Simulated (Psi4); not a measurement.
# B3LYP/def2-TZVP (sweep point 3) run of CH5B (BH2Me)

What is the vertical ionisation energy of CH5B (BH2Me) at B3LYP/def2-TZVP (sweep point 3)? The job is set up through a Python script.

The results are computed with Psi4 1.11.

### 1 The structure to begin with

CH5B has 7 atoms, charge 0, and is taken as a singlet. SMILES: `[H]B([H])C`. The coordinates come from a GFN2-xTB relaxation.

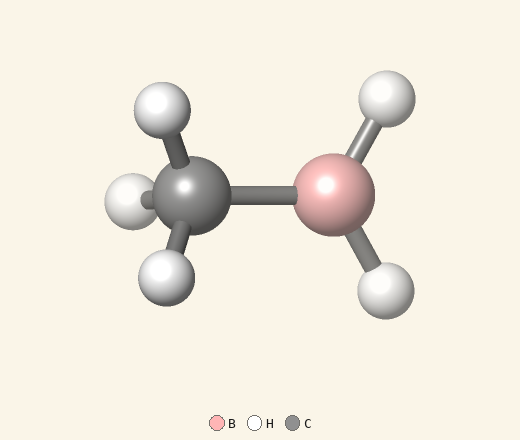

Viewed from a chosen angle; boron pink, hydrogen white, carbon grey.

### 2 A single-point energy at B3LYP/def2-TZVP (sweep point 3)

job.py reads:

```python
import psi4

psi4.set_memory(1600000000)
psi4.set_num_threads(1)
psi4.core.set_output_file('ch5b.out', False)

mol = psi4.geometry("""
0 1
B      0.444840     0.781100     0.006260
H      1.614940     0.782320     0.008990
H     -0.129680     1.798100    -0.061390
C     -0.337160    -0.573970     0.039720
H     -0.405600    -0.929380    -0.991140
H     -1.358290    -0.496260     0.405500
H      0.170950    -1.361910     0.592050
symmetry c1
""")

psi4.set_options({
    'basis': 'def2-TZVP',
    'reference': 'rks',
    'puream': True,
    'scf_type': 'pk',
    'dft_radial_points': 99,
    'dft_spherical_points': 590,
})

e_tot, wfn = psi4.energy('b3lyp', molecule=mol, return_wfn=True)
print(f'total energy {e_tot:.8f} hartree = {e_tot * 27.211386:.5f} eV')
```

On the command line:

```console
$ python job.py
```

ch5b.out:

```text
[...]
  Running in c1 symmetry.
[...]
  Nuclear repulsion =   31.931012594416508
[...]
  Multiplicity = 1
[...]
  Nalpha       = 8
  Nbeta        = 8
[...]
    Number of basis functions: 92
[...]
   @RKS iter   1:   -65.66886396174908   -3.80774e-01   8.40599e-03 DIIS/ADIIS
[...]
   @RKS iter   7:   -65.97353944894169   -5.47129e-08   4.24899e-07 DIIS
[...]
    Orbital Energies [Eh]
    ---------------------
    Doubly Occupied:
       1A    -10.147484     2A     -6.745799     3A     -0.705138
       4A     -0.489755     5A     -0.418674     6A     -0.406124
       7A     -0.338103     8A     -0.328516
[...]
  @RKS Final Energy:   -65.97353944894169
   => Energetics <=
    Nuclear Repulsion Energy =             31.9310125944165080
    One-Electron Energy =                -150.0244153433131089
    Two-Electron Energy =                  61.3192063585560092
    DFT Exchange-Correlation Energy =      -9.1993430586010998
    Empirical Dispersion Energy =           0.0000000000000000
    VV10 Nonlocal Energy =                  0.0000000000000000
    Total Energy =                        -65.9735394489416933
[...]
 Multipole Moments:
 ------------------------------------------------------------------------------------
     Multipole            Electronic (a.u.)      Nuclear  (a.u.)        Total (a.u.)
 ------------------------------------------------------------------------------------
 L = 1.  Multiply by 2.5417464519 to convert [e a0] to [Debye]
 Dipole X            :          0.5150857           -0.6240675           -0.1089818
 Dipole Y            :          0.9341383           -1.1391485           -0.2050102
 Dipole Z            :          0.0907112           -0.1155367           -0.0248255
 Magnitude           :                                                    0.2335006
[...]
```

On the terminal:

```text
total energy -65.97353945 hartree = -1795.23145 eV
```

Run time: 8.4 s. Hardware: 1 thread of AMD EPYC 9R45 (Zen 5), shared host; peak memory 0.87 GiB.

### 3 The doublet cation

ch5b.py reads:

```python
import psi4

psi4.set_memory(1600000000)
psi4.set_num_threads(1)
psi4.core.set_output_file('ch5b.out', False)

molecule = psi4.geometry("""
1 2
B      0.444840     0.781100     0.006260
H      1.614940     0.782320     0.008990
H     -0.129680     1.798100    -0.061390
C     -0.337160    -0.573970     0.039720
H     -0.405600    -0.929380    -0.991140
H     -1.358290    -0.496260     0.405500
H      0.170950    -1.361910     0.592050
symmetry c1
""")

psi4.set_options({
    'reference': 'uks',
    'puream': True,
    'scf_type': 'pk',
    'dft_radial_points': 99,
    'dft_spherical_points': 590,
    'maxiter': 100,
})

E, wfn = psi4.energy("b3lyp/def2-TZVP", return_wfn=True)
print(f'b3lyp/def2-TZVP energy: {E:.10f} Eh')
for k, v in sorted(psi4.core.scalar_variables().items()):
    print(f'{k:45s} {v:18.10f}')
```

On the command line:

```console
$ python ch5b.py
```

ch5b.out:

```text
[...]
  Running in c1 symmetry.
[...]
  Nuclear repulsion =   31.931012594416508
[...]
  Multiplicity = 2
[...]
  Nalpha       = 8
  Nbeta        = 7
[...]
    Number of basis functions: 92
[...]
   @UKS iter   1:   -65.31312049807943   -2.50304e-02   7.50568e-03 ADIIS/DIIS
[...]
   @UKS iter  12:   -65.53922127040728   -4.00784e-07   3.19091e-07 DIIS
[...]
   @S^2 Observed:                7.553681430E-01
[...]
    Orbital Energies [Eh]
    ---------------------
    Alpha Occupied:
       1A    -10.425343     2A     -7.071541     3A     -0.983583
       4A     -0.811924     5A     -0.722671     6A     -0.667616
       7A     -0.650869     8A     -0.626140
    Alpha Virtual:
       9A     -0.327087    10A     -0.161569    11A     -0.121587
      12A     -0.115274    13A     -0.113264    14A     -0.079712
      15A     -0.073262    16A     -0.042128    17A     -0.039635
      18A     -0.014653    19A     -0.010450    20A      0.032955
      21A      0.048616    22A      0.117779    23A      0.162359
      24A      0.188398    25A      0.207786    26A      0.215722
[...]
  @UKS Final Energy:   -65.53922127040728
   => Energetics <=
    Nuclear Repulsion Energy =             31.9310125944165080
    One-Electron Energy =                -145.3875289924812932
    Two-Electron Energy =                  56.8317418080891343
    DFT Exchange-Correlation Energy =      -8.9144466804316220
    Empirical Dispersion Energy =           0.0000000000000000
    VV10 Nonlocal Energy =                  0.0000000000000000
    Total Energy =                        -65.5392212704072818
[...]
 Multipole Moments:
 ------------------------------------------------------------------------------------
     Multipole            Electronic (a.u.)      Nuclear  (a.u.)        Total (a.u.)
 ------------------------------------------------------------------------------------
 L = 1.  Multiply by 2.5417464519 to convert [e a0] to [Debye]
 Dipole X            :          0.8425447           -0.6240675            0.2184772
 Dipole Y            :          1.5560383           -1.1391485            0.4168898
 Dipole Z            :          0.1243035           -0.1155367            0.0087668
 Magnitude           :                                                    0.4707508
[...]
```

The script printed:

```text
b3lyp/def2-TZVP energy: -65.5392212704 Eh
CURRENT ENERGY                                    -65.5392212704
CURRENT REFERENCE ENERGY                          -65.5392212704
DD SOLVATION ENERGY                                 0.0000000000
DFT FUNCTIONAL TOTAL ENERGY                       -65.5392212704
DFT TOTAL ENERGY                                  -65.5392212704
DFT VV10 ENERGY                                     0.0000000000
DFT XC ENERGY                                      -8.9144466804
GRID ELECTRONS ALPHA                                8.0000000016
GRID ELECTRONS BETA                                 6.9999999732
GRID ELECTRONS TOTAL                               14.9999999748
NUCLEAR REPULSION ENERGY                           31.9310125944
ONE-ELECTRON ENERGY                              -145.3875289925
PCM POLARIZATION ENERGY                             0.0000000000
PE ENERGY                                           0.0000000000
SCF ITERATION ENERGY                              -65.5392212704
SCF ITERATIONS                                     12.0000000000
SCF TOTAL ENERGY                                  -65.5392212704
TWO-ELECTRON ENERGY                                56.8317418081
XC GRID RADIAL POINTS                              99.0000000000
XC GRID SPHERICAL POINTS                          590.0000000000
XC GRID TOTAL POINTS                           391264.0000000000
```

Run time: 21 s. Hardware: 1 thread of AMD EPYC 9R45 (Zen 5), shared host; peak memory 0.87 GiB.

### 4 What came out

At B3LYP/def2-TZVP (sweep point 3):

```
                                          quantity         value
                        singlet CH5B: total energy  -65.97354 Eh
                       singlet CH5B: dipole moment        0.59 D
                         singlet CH5B: HOMO energy      -8.94 eV
                         singlet CH5B: LUMO energy      -1.52 eV
                       singlet CH5B: HOMO–LUMO gap       7.42 eV
                      doublet cation: total energy  -65.53922 Eh
doublet cation: HOMO energy (highest over α and β)     -16.75 eV
 doublet cation: LUMO energy (lowest over α and β)     -14.69 eV
                              doublet cation: ⟨S²⟩         0.755
vertical ionisation energy (to the doublet cation)     11.818 eV
```

In words: The vertical ionisation energy comes to 11.82 eV (1140 kJ/mol). The negative HOMO energy of the first species, 8.94 eV, lies 2.88 eV below that difference.
